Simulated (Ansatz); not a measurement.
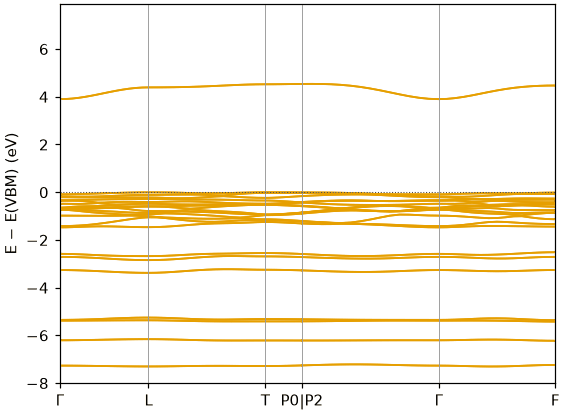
Band structure from r²SCAN with spin–orbit coupling (plane waves, PAW; program Ansatz)

Q: Read off the gap and where the band edges lie.

A: About 3.9 eV (3.90 eV by a search for the band edges); maximum at T, minimum at Γ.

The material is RbBiF₆ in space group R-3 (No. 148; Rb on 3b, Bi on 3a, F on 18f).

The first step of the workflow began from a Materials Project structure, measured or hypothetical; the Crystallography Open Database files this formula in space group No. 148, but the cells were not matched. Its standing as an ambient phase is unchecked. Symmetry was held in the r²SCAN relaxation; its stability against distortions is not shown here.

Potentials: the later of the program's two PAW sets.
